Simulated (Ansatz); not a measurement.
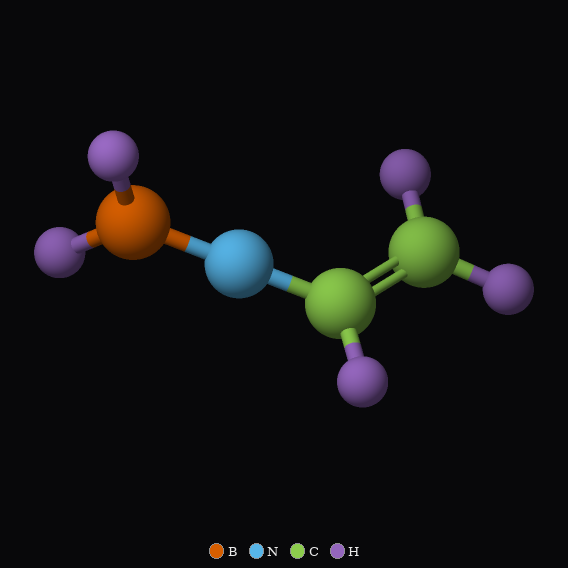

The picture shows a molecular structure as a ball-and-stick model.

Charge 0, doublet. The computed structure is the end point of a PBE0-D4/def2-TZVP optimisation.

> Count the atoms of each element.

C₂H₅BN, 9 atoms: 2 carbon, 5 hydrogen, 1 boron and 1 nitrogen.

> How many atoms are distinct by symmetry?

8: 1 B, 1 N, 1 C, 1 C, 2 H, 1 H, 1 H, 1 H.

> How many bonds of each kind are drawn?

3 C–H, 2 B–H, 1 B–N, 1 C–N, 1 C–C.

> Name functional groups in it.

Among them: alkene, B–H bond.

The parts below concern this one geometry. Atoms keep their numbers from picture to picture.

**Geometry**

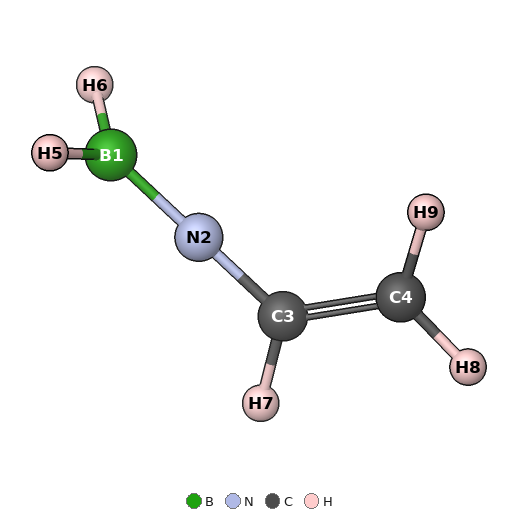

What are the angles N2–B1–H5, B1–N2–C3, N2–C3–C4, N2–C3–H7, C4–C3–H7, C3–C4–H8, C3–C4–H9?

```csv
angle,degrees
N2–B1–H5,119.4
B1–N2–C3,179.9
N2–C3–C4,123.7
N2–C3–H7,118.2
C4–C3–H7,118.1
C3–C4–H8,120.6
C3–C4–H9,120.2
```

**Dipole moment**

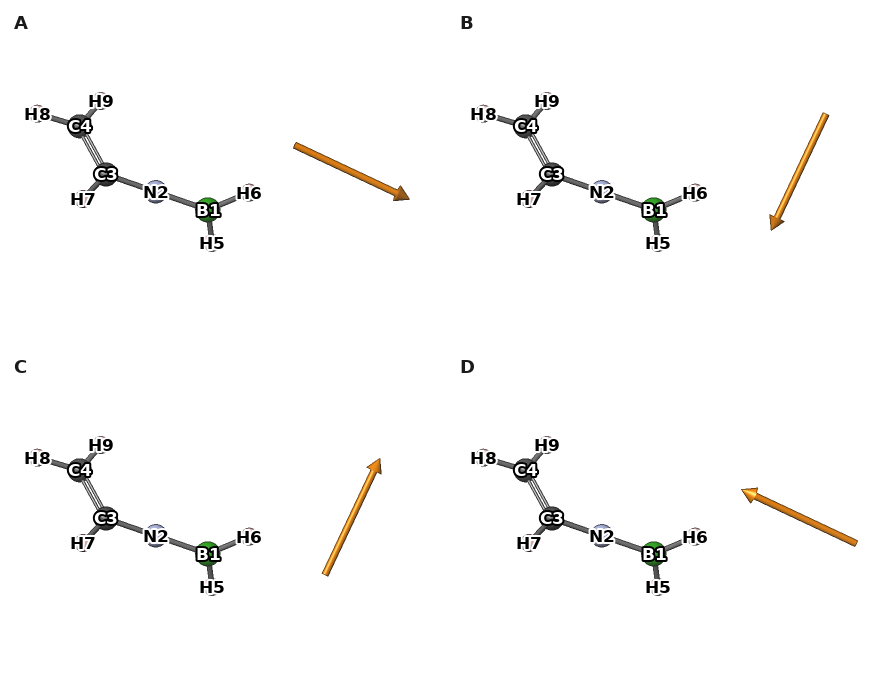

The same molecule four times, each with an arrow. Level of theory: UKS B3LYP-D4/def2-TZVPP (Ansatz 0.2.0).

> Which arrow points along the dipole moment, from the negative to the positive end?

D. The dipole moment is 2.31 D; it points from the side of H5, H6 to the side of H8 (the outermost atoms at the two ends).

**Charges**

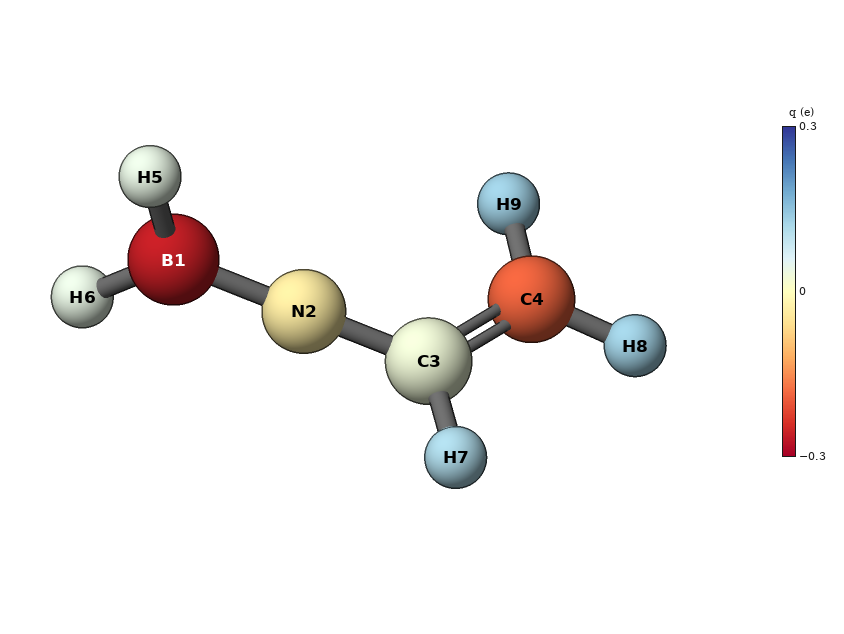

Atoms are coloured by their Mulliken charges. Properties computed with UKS ωB97M-V/def2-TZVPP (Ansatz 0.2.0).

Give the Mulliken charges atom by atom.

| atom | value (e) |
| --- | --- |
| B1 | −0.26 |
| N2 | −0.04 |
| C3 | 0.03 |
| C4 | −0.19 |
| H5 | 0.04 |
| H6 | 0.04 |
| H7 | 0.11 |
| H8 | 0.13 |
| H9 | 0.13 |

**Thermal motion**

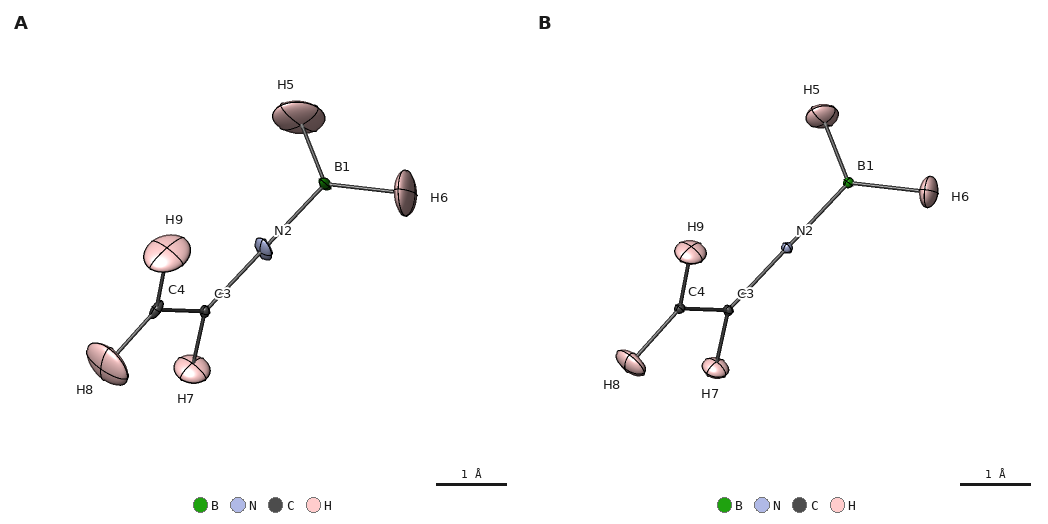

Displacement ellipsoids at the 50 % level, from the internal vibrations of the free molecule (harmonic, no overall translation or rotation; no half-axis is drawn under 0.075 Å). Vibrations computed with UKS PBE0-D4/def2-TZVP (Ansatz 0.2.0). One panel is for 0 K (zero-point motion alone), the other for 600 K.

> Which panel is for 600 K?

A.

> How much does the mean-square displacement of N2 grow, and why?

U_eq goes from 0.0025 to 0.0107 Å², a factor of 4.3. Modes below kT (417 cm⁻¹ at 600 K) grow about in proportion to T, and the lowest lies at 137 cm⁻¹; the mean-square amplitude of a mode is its zero-point value times coth(ħω/2kT), which comes close to 1 only above about 3kT.

Mulliken values depend strongly on the basis set and can even reverse the polarity of a bond.
